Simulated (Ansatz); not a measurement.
## Sn10H16O4 (charge −1): geometry relaxation (part 4 of 4)

Continued. System: Sn10H16O4 (Sn10H16 hole sphere), charge −1, multiplicity 2. Method: UKS PBE-D4/def2-SVP (Ansatz 0.2.0). The geometry: PBE-D4/def2-SVP start.

Trajectory as extended XYZ, continued:
```
30
Properties=species:S:1:pos:R:3:forces:R:3 step=26 energy=-66756.12629
Sn   -2.2653    1.2152   -1.2447   -0.0002  -0.0021  -0.0021
Sn    1.6251   -1.4949   -1.3295    0.0014   0.0063  -0.0005
Sn   -1.3470   -2.0853    2.4417   -0.0044  -0.0097   0.0049
Sn    2.2437    2.5433    1.3502    0.0020  -0.0063  -0.0022
Sn   -3.2338   -0.5890    0.7586    0.0002   0.0026  -0.0050
Sn   -0.1129   -3.2473    0.0937    0.0062  -0.0026  -0.0042
Sn   -0.0205    0.3425   -2.7500   -0.0023   0.0001   0.0011
Sn   -0.9655    3.5795   -0.3706   -0.0006   0.0022   0.0026
Sn    3.4436    0.2919   -0.0747    0.0005  -0.0020   0.0077
Sn    0.1130    0.7186    2.2935    0.0029  -0.0022   0.0056
O     2.6739   -2.5132   -2.7832   -0.0171  -0.0241  -0.0091
O    -2.7131   -3.6401    2.8531   -0.1115   0.0841   0.4675
O     2.1660    0.8027    3.1076   -0.0014   0.0009  -0.0026
O     1.1029    3.3321   -0.6722   -0.0019  -0.0074  -0.0153
H    -3.4314    1.9506   -2.3471   -0.0018  -0.0002   0.0008
H     2.0974   -3.2368   -3.0997    0.0167   0.0217   0.0082
H    -3.0018   -3.4940    3.7878    0.1182  -0.0705  -0.4689
H     2.6776    0.0190    2.8179    0.0010   0.0050  -0.0043
H    -4.3124   -1.5305   -0.2636   -0.0022  -0.0002  -0.0010
H    -4.3813    0.4730    1.5742   -0.0015   0.0011   0.0009
H    -1.1487   -3.9140   -1.1593   -0.0023   0.0003   0.0018
H     0.9260   -4.6124    0.4764   -0.0003   0.0014  -0.0034
H    -0.5254   -0.0985   -4.3661   -0.0029  -0.0022  -0.0002
H     0.9097    1.8246   -3.0481    0.0008  -0.0011   0.0014
H     1.2332    2.8062   -1.4959    0.0020   0.0042   0.0131
H    -1.2396    5.0085   -1.3535   -0.0012   0.0019   0.0014
H     4.6862    0.5206   -1.2935   -0.0013  -0.0021  -0.0014
H     4.2679   -0.7110    1.1225    0.0043   0.0017   0.0015
H    -0.8944    4.1394    1.2760   -0.0003   0.0011   0.0015
H    -0.5733    1.5993    3.6986   -0.0032  -0.0018   0.0005
30
Properties=species:S:1:pos:R:3:forces:R:3 step=27 energy=-66756.12889
Sn   -2.2690    1.2105   -1.2347   -0.0018   0.0038  -0.0050
Sn    1.6301   -1.4959   -1.3292    0.0027   0.0069  -0.0030
Sn   -1.3060   -2.0626    2.4494   -0.0251  -0.0387  -0.0301
Sn    2.2359    2.5385    1.3489    0.0070  -0.0056   0.0000
Sn   -3.2214   -0.5972    0.7719    0.0124   0.0222  -0.0063
Sn   -0.1039   -3.2433    0.0993    0.0175  -0.0008  -0.0067
Sn   -0.0269    0.3368   -2.7435    0.0044   0.0046   0.0023
Sn   -0.9691    3.5769   -0.3651   -0.0007  -0.0026  -0.0061
Sn    3.4479    0.2890   -0.0713   -0.0030   0.0058   0.0005
Sn    0.1081    0.7072    2.2833    0.0363   0.0425   0.0024
O     2.6764   -2.5158   -2.7838    0.0012   0.0020   0.0005
O    -2.6849   -3.6102    2.8288   -0.0514  -0.0171   0.1382
O     2.1579    0.7954    3.1039    0.0016   0.0023  -0.0027
O     1.0979    3.3272   -0.6751    0.0026   0.0032   0.0038
H    -3.4403    1.9416   -2.3346    0.0025   0.0011  -0.0025
H     2.0960   -3.2326   -3.1066   -0.0021  -0.0003  -0.0002
H    -3.0606   -3.4299    3.7165    0.0260  -0.0144  -0.1091
H     2.6768    0.0172    2.8126   -0.0054   0.0011  -0.0005
H    -4.2996   -1.5396   -0.2504    0.0050  -0.0062   0.0145
H    -4.3671    0.4693    1.5853   -0.0081  -0.0072   0.0038
H    -1.1480   -3.9058   -1.1486   -0.0080   0.0025   0.0127
H     0.9344   -4.6098    0.4758   -0.0031  -0.0040   0.0013
H    -0.5375   -0.1110   -4.3561    0.0012  -0.0001  -0.0008
H     0.9035    1.8176   -3.0469   -0.0011  -0.0011  -0.0047
H     1.2268    2.7989   -1.4970   -0.0030  -0.0014   0.0009
H    -1.2450    5.0087   -1.3439   -0.0014   0.0003   0.0013
H     4.6902    0.5156   -1.2906    0.0005   0.0019   0.0004
H     4.2753   -0.7078    1.1294   -0.0023  -0.0011  -0.0018
H    -0.8923    4.1347    1.2820    0.0006   0.0011   0.0008
H    -0.5856    1.5765    3.6902   -0.0050  -0.0006  -0.0038
30
Properties=species:S:1:pos:R:3:forces:R:3 step=28 energy=-66756.08729 accepted=F
Sn   -2.2646    1.2044   -1.2616   -0.1164  -0.0114   0.0824
Sn    1.6224   -1.4751   -1.3404    0.0736  -0.0399   0.0134
Sn   -1.3305   -2.0953    2.4478    0.0887   0.0356   0.1274
Sn    2.3298    2.4948    1.3899   -0.2013   0.1150  -0.0524
Sn   -3.2126   -0.5855    0.7978   -0.0203  -0.0134  -0.0646
Sn   -0.0830   -3.2480    0.1142   -0.0954  -0.0162  -0.0013
Sn    0.0000    0.3896   -2.7665   -0.0393  -0.0150   0.0181
Sn   -1.0149    3.6002   -0.4185    0.1926  -0.0403   0.0955
Sn    3.4824    0.2646   -0.0768    0.0212   0.0189  -0.0079
Sn    0.1683    0.6725    2.2713   -0.0921  -0.0067  -0.0433
O     2.6676   -2.5090   -2.7861   -0.0251  -0.0101  -0.0140
O    -2.6665   -3.6711    2.8675    0.0241  -0.0175  -0.0508
O     2.2094    0.7735    3.1205    0.0856  -0.0027   0.0189
O     1.0633    3.3171   -0.6163    0.0291  -0.0111  -0.0561
H    -3.4223    1.9681   -2.3527   -0.0429  -0.0403  -0.0283
H     2.0849   -3.2281   -3.1007    0.0147   0.0102  -0.0023
H    -3.2025   -3.3890    3.6349   -0.0091   0.0304   0.0157
H     2.7288   -0.0038    2.8263   -0.0082  -0.0012   0.0204
H    -4.2806   -1.6181   -0.1453    0.0035   0.0473  -0.0518
H    -4.3980    0.4005    1.6604    0.0488   0.0363  -0.0597
H    -1.1859   -3.8994   -1.0869    0.0200  -0.0018  -0.0471
H     0.9017   -4.6539    0.4990    0.0386   0.0635  -0.0425
H    -0.5100   -0.0506   -4.3823    0.0140  -0.0128   0.0105
H     0.8722    1.9105   -3.0559    0.0154  -0.0735   0.0128
H     1.2244    2.8344   -1.4611   -0.0205   0.0477   0.0695
H    -1.2442    5.0013   -1.4517   -0.0045  -0.0168  -0.0009
H     4.7299    0.5200   -1.2851   -0.0103  -0.0278  -0.0158
H     4.3153   -0.7271    1.1229   -0.0082  -0.0380  -0.0113
H    -1.0202    4.2103    1.2116    0.0143  -0.0061   0.0132
H    -0.5643    1.5925    3.6239    0.0093  -0.0027   0.0523
30
Properties=species:S:1:pos:R:3:forces:R:3 step=30 energy=-66756.12266 accepted=F
Sn   -2.2328    1.1856   -1.2244   -0.0947   0.1186  -0.0215
Sn    1.6330   -1.4808   -1.3082    0.0001  -0.0630  -0.0600
Sn   -1.3095   -2.0950    2.4442    0.0326   0.0571  -0.0017
Sn    2.2489    2.5446    1.3443   -0.0121   0.0272   0.0031
Sn   -3.2215   -0.5946    0.7806    0.0258  -0.0823   0.0475
Sn   -0.0982   -3.2545    0.0886   -0.0558   0.0139   0.0605
Sn   -0.0035    0.3381   -2.7603    0.0156  -0.0159   0.0273
Sn   -0.9863    3.5821   -0.3666    0.0364  -0.0095   0.0334
Sn    3.4668    0.2941   -0.0681   -0.0100   0.0158   0.0151
Sn    0.1235    0.7136    2.2703   -0.0274  -0.0366   0.0541
O     2.6684   -2.5112   -2.7627    0.0194  -0.0124  -0.0247
O    -2.6460   -3.6613    2.8735   -0.0362  -0.0195   0.0420
O     2.1664    0.8113    3.1062    0.0366   0.0050  -0.0203
O     1.0785    3.3360   -0.6691    0.0534  -0.0062  -0.0459
H    -3.4232    1.9465   -2.2830   -0.0123  -0.0239  -0.0435
H     2.0654   -3.1903   -3.1244    0.0081   0.0173   0.0172
H    -3.1682   -3.3633    3.6460    0.0020  -0.0191  -0.0273
H     2.6869    0.0332    2.8178    0.0009  -0.0024   0.0081
H    -4.2918   -1.5553   -0.2343   -0.0030   0.0151  -0.0066
H    -4.3850    0.4429    1.6106    0.0222   0.0141  -0.0393
H    -1.1620   -3.9154   -1.1406    0.0034   0.0033  -0.0326
H     0.9225   -4.6289    0.4726    0.0301  -0.0067  -0.0141
H    -0.5414   -0.1261   -4.3595    0.0089  -0.0006   0.0083
H     0.9400    1.8048   -3.0865   -0.0389   0.0099   0.0109
H     1.2008    2.8358   -1.5086    0.0554  -0.0202   0.0125
H    -1.2460    5.0089   -1.3585   -0.0312  -0.0127   0.0182
H     4.7036    0.5078   -1.2950   -0.0008  -0.0039  -0.0004
H     4.2862   -0.7110    1.1307    0.0003   0.0051  -0.0043
H    -0.8935    4.1358    1.2802   -0.0277   0.0218   0.0095
H    -0.5822    1.5667    3.6841   -0.0011   0.0107  -0.0255
30
Properties=species:S:1:pos:R:3:forces:R:3 step=31 energy=-66756.13389
Sn   -2.2704    1.2129   -1.2400   -0.0048   0.0014   0.0061
Sn    1.6264   -1.4899   -1.3257    0.0030  -0.0032   0.0024
Sn   -1.3141   -2.0933    2.4506   -0.0003  -0.0004   0.0096
Sn    2.2488    2.5458    1.3580   -0.0029  -0.0034  -0.0078
Sn   -3.2147   -0.6000    0.7678    0.0093  -0.0014  -0.0054
Sn   -0.1002   -3.2574    0.0942   -0.0039  -0.0016   0.0002
Sn   -0.0290    0.3379   -2.7462   -0.0049  -0.0085   0.0019
Sn   -0.9651    3.5769   -0.3702    0.0020  -0.0034  -0.0006
Sn    3.4466    0.2951   -0.0702    0.0012   0.0010   0.0050
Sn    0.1245    0.7089    2.2905   -0.0064  -0.0053   0.0000
O     2.6775   -2.5013   -2.7829   -0.0014   0.0000   0.0010
O    -2.6498   -3.6611    2.8984   -0.0122   0.0219   0.0350
O     2.1756    0.8042    3.1099    0.0027   0.0031  -0.0009
O     1.1037    3.3304   -0.6698   -0.0015   0.0015   0.0060
H    -3.4398    1.9521   -2.3372   -0.0013  -0.0035   0.0022
H     2.0916   -3.2039   -3.1265   -0.0005   0.0011   0.0003
H    -3.1525   -3.3701    3.6871    0.0174  -0.0149  -0.0481
H     2.6920    0.0246    2.8174   -0.0001   0.0048   0.0015
H    -4.2897   -1.5518   -0.2491   -0.0044  -0.0026  -0.0034
H    -4.3733    0.4468    1.5881   -0.0032   0.0051   0.0014
H    -1.1575   -3.9120   -1.1468    0.0014   0.0012  -0.0011
H     0.9362   -4.6285    0.4587    0.0002   0.0042  -0.0031
H    -0.5364   -0.1245   -4.3558   -0.0011   0.0031  -0.0002
H     0.8924    1.8214   -3.0571    0.0082   0.0000  -0.0035
H     1.2387    2.8015   -1.4899   -0.0078   0.0015  -0.0023
H    -1.2418    5.0027   -1.3575    0.0017  -0.0003   0.0015
H     4.6877    0.5184   -1.2915   -0.0003  -0.0018  -0.0015
H     4.2706   -0.7079    1.1273    0.0026  -0.0007   0.0005
H    -0.9003    4.1431    1.2745    0.0053  -0.0012   0.0008
H    -0.5775    1.5788    3.6941    0.0021   0.0025   0.0027
30
Properties=species:S:1:pos:R:3:forces:R:3 step=32 energy=-66756.13464
Sn   -2.2686    1.2110   -1.2356   -0.0054   0.0030  -0.0008
Sn    1.6296   -1.4917   -1.3209   -0.0016  -0.0057   0.0008
Sn   -1.3110   -2.0937    2.4561   -0.0053  -0.0059   0.0033
Sn    2.2484    2.5466    1.3514   -0.0040   0.0078  -0.0027
Sn   -3.2122   -0.6020    0.7701    0.0067  -0.0003   0.0022
Sn   -0.1005   -3.2560    0.0963   -0.0005  -0.0026   0.0074
Sn   -0.0295    0.3314   -2.7433    0.0024   0.0044   0.0035
Sn   -0.9674    3.5783   -0.3683    0.0078  -0.0006   0.0006
Sn    3.4506    0.2945   -0.0690   -0.0008  -0.0016  -0.0030
Sn    0.1268    0.7110    2.2933   -0.0059  -0.0025   0.0018
O     2.6784   -2.5066   -2.7772   -0.0018   0.0000  -0.0031
O    -2.6429   -3.6670    2.8942   -0.0101   0.0132   0.0216
O     2.1790    0.8143    3.1097    0.0046  -0.0021   0.0001
O     1.0997    3.3299   -0.6750   -0.0002  -0.0032   0.0018
H    -3.4426    1.9434   -2.3321   -0.0003  -0.0007   0.0002
H     2.0833   -3.1947   -3.1341    0.0028   0.0012   0.0014
H    -3.1802   -3.3664    3.6555    0.0141  -0.0081  -0.0329
H     2.6964    0.0340    2.8213    0.0015   0.0022   0.0018
H    -4.2886   -1.5518   -0.2480   -0.0012  -0.0023   0.0000
H    -4.3701    0.4479    1.5885   -0.0030   0.0017   0.0015
H    -1.1570   -3.9084   -1.1464   -0.0006   0.0018  -0.0004
H     0.9370   -4.6270    0.4573   -0.0011   0.0000  -0.0007
H    -0.5393   -0.1284   -4.3529   -0.0008   0.0005   0.0014
H     0.8944    1.8136   -3.0558    0.0042   0.0014  -0.0041
H     1.2289    2.7995   -1.4952    0.0013  -0.0011  -0.0039
H    -1.2426    5.0077   -1.3509   -0.0039  -0.0034   0.0016
H     4.6893    0.5150   -1.2932    0.0008  -0.0004  -0.0004
H     4.2765   -0.7061    1.1290    0.0008   0.0002   0.0004
H    -0.8920    4.1397    1.2775   -0.0021  -0.0005   0.0020
H    -0.5736    1.5820    3.6974    0.0015   0.0035  -0.0014
30
Properties=species:S:1:pos:R:3:forces:R:3 step=34 energy=-66756.13531
Sn   -2.2671    1.2055   -1.2269    0.0021  -0.0007   0.0020
Sn    1.6311   -1.4982   -1.3132    0.0027   0.0014   0.0034
Sn   -1.3082   -2.1010    2.4741   -0.0003   0.0029   0.0099
Sn    2.2530    2.5532    1.3390   -0.0032  -0.0029   0.0007
Sn   -3.2034   -0.6048    0.7844   -0.0036   0.0061  -0.0071
Sn   -0.1022   -3.2568    0.1095    0.0069   0.0013  -0.0053
Sn   -0.0256    0.3295   -2.7342   -0.0004   0.0025  -0.0031
Sn   -0.9711    3.5760   -0.3631   -0.0047  -0.0031   0.0022
Sn    3.4556    0.2957   -0.0756   -0.0031   0.0005   0.0001
Sn    0.1406    0.7139    2.3039    0.0051  -0.0002  -0.0023
O     2.6758   -2.5098   -2.7747   -0.0013  -0.0018  -0.0010
O    -2.6319   -3.6894    2.8758   -0.1223   0.0547   0.1173
O     2.1979    0.8331    3.1090   -0.0023   0.0011  -0.0025
O     1.0943    3.3301   -0.6811    0.0009  -0.0012  -0.0095
H    -3.4460    1.9335   -2.3208   -0.0015   0.0000   0.0009
H     2.0834   -3.2042   -3.1240    0.0017   0.0003   0.0003
H    -3.2704   -3.3608    3.5459    0.1191  -0.0565  -0.1227
H     2.7186    0.0544    2.8221   -0.0014  -0.0016   0.0007
H    -4.2818   -1.5596   -0.2280    0.0017  -0.0002   0.0023
H    -4.3629    0.4480    1.5989    0.0017  -0.0027   0.0006
H    -1.1639   -3.8997   -1.1339   -0.0005   0.0007   0.0011
H     0.9330   -4.6327    0.4586   -0.0012  -0.0007   0.0000
H    -0.5422   -0.1277   -4.3427    0.0013  -0.0020   0.0011
H     0.9004    1.8102   -3.0535   -0.0036  -0.0020   0.0019
H     1.2200    2.8026   -1.5043    0.0011   0.0007   0.0067
H    -1.2586    5.0010   -1.3480    0.0014   0.0023   0.0006
H     4.6898    0.5134   -1.3050   -0.0005  -0.0005   0.0009
H     4.2886   -0.6960    1.1254   -0.0006   0.0012  -0.0007
H    -0.8909    4.1413    1.2812    0.0014  -0.0015  -0.0007
H    -0.5559    1.5996    3.7012    0.0031   0.0018   0.0023
30
Properties=species:S:1:pos:R:3:forces:R:3 step=35 energy=-66756.13568
Sn   -2.2678    1.2061   -1.2276   -0.0012   0.0003  -0.0014
Sn    1.6313   -1.4966   -1.3144    0.0007  -0.0013  -0.0001
Sn   -1.3077   -2.0987    2.4728    0.0002  -0.0016  -0.0026
Sn    2.2511    2.5528    1.3405    0.0012   0.0002  -0.0020
Sn   -3.2046   -0.6042    0.7826    0.0021   0.0004  -0.0006
Sn   -0.1003   -3.2558    0.1081    0.0014   0.0018   0.0029
Sn   -0.0272    0.3291   -2.7354    0.0002  -0.0004  -0.0011
Sn   -0.9702    3.5752   -0.3630   -0.0017   0.0014  -0.0023
Sn    3.4540    0.2965   -0.0748    0.0016   0.0009  -0.0004
Sn    0.1391    0.7138    2.3020    0.0010   0.0004   0.0041
O     2.6761   -2.5083   -2.7759   -0.0001  -0.0002  -0.0004
O    -2.6343   -3.6845    2.8757   -0.0287   0.0125   0.0253
O     2.1955    0.8302    3.1083   -0.0015  -0.0008  -0.0013
O     1.0952    3.3290   -0.6818    0.0011  -0.0013   0.0009
H    -3.4465    1.9348   -2.3211   -0.0006   0.0002   0.0009
H     2.0846   -3.2040   -3.1239    0.0007   0.0002   0.0006
H    -3.2605   -3.3575    3.5537    0.0239  -0.0140  -0.0275
H     2.7151    0.0507    2.8218    0.0005   0.0006  -0.0003
H    -4.2825   -1.5590   -0.2300    0.0008  -0.0008   0.0016
H    -4.3638    0.4470    1.5988   -0.0006  -0.0004   0.0002
H    -1.1617   -3.9001   -1.1348   -0.0007   0.0008   0.0009
H     0.9347   -4.6313    0.4591   -0.0005  -0.0007  -0.0002
H    -0.5418   -0.1296   -4.3439    0.0000  -0.0006   0.0010
H     0.8976    1.8103   -3.0533   -0.0009  -0.0001  -0.0004
H     1.2206    2.7975   -1.5022   -0.0001   0.0013   0.0002
H    -1.2553    5.0016   -1.3467   -0.0009   0.0004   0.0015
H     4.6891    0.5144   -1.3031   -0.0001   0.0002   0.0003
H     4.2859   -0.6966    1.1256   -0.0001   0.0007   0.0003
H    -0.8901    4.1392    1.2817    0.0016  -0.0013   0.0001
H    -0.5554    1.5981    3.7012    0.0009   0.0013  -0.0001
```

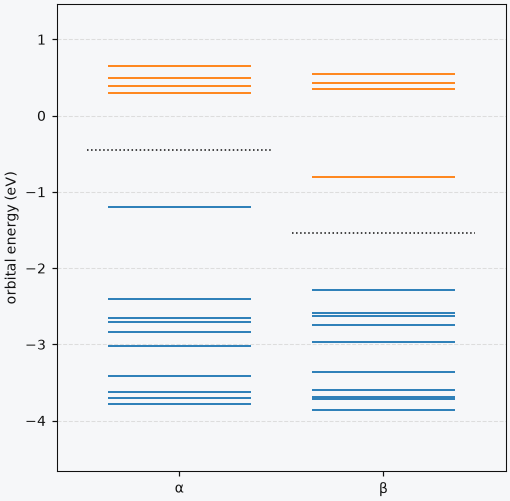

Fig. 1: Orbital energies near the frontier for α and β spins; the dotted line parts filled from empty levels, and levels within 0.02 eV of each other stand side by side. α: highest filled −1.20 eV, lowest empty 0.30 eV, 1.50 eV apart; β: highest filled −2.29 eV, lowest empty −0.80 eV, 1.49 eV apart.

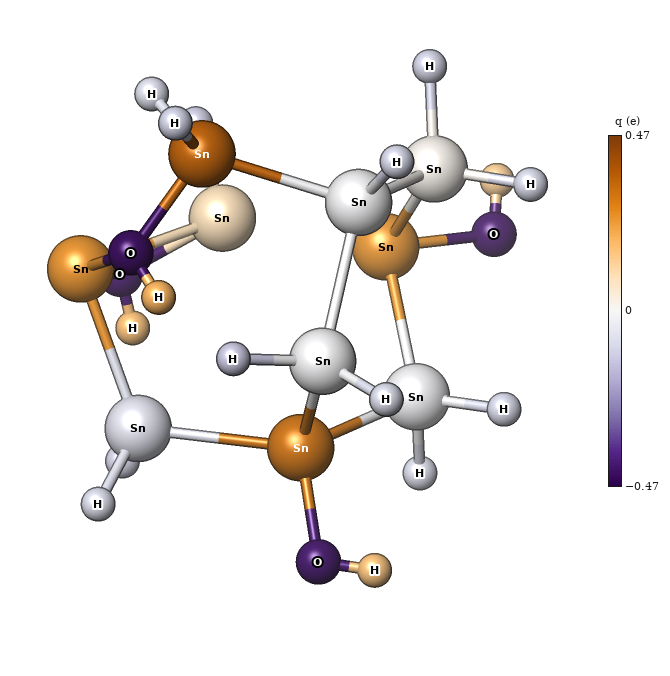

Fig. 2: Mulliken charges, as the colour of each atom (ball-and-stick view, seen at a tilt; Mulliken charges depend strongly on the basis). By element: Sn −0.06 to +0.36, O −0.45 to −0.43 and H −0.12 to +0.19 e.

Key numbers:

- outcome: converged
- total energy: −66756.1358 eV
- mean-field energy: −66754.3483 eV
- dispersion energy: −1.7875 eV
- ⟨S²⟩: 0.753
- HOMO (either spin): −1.20 eV
- LUMO (either spin): −0.80 eV
- largest force (length of the vector) at the end: 0.040 eV/Å
- wall time: 3.1 min (CPU time 4.1 min)
- peak memory: 1.2 GiB
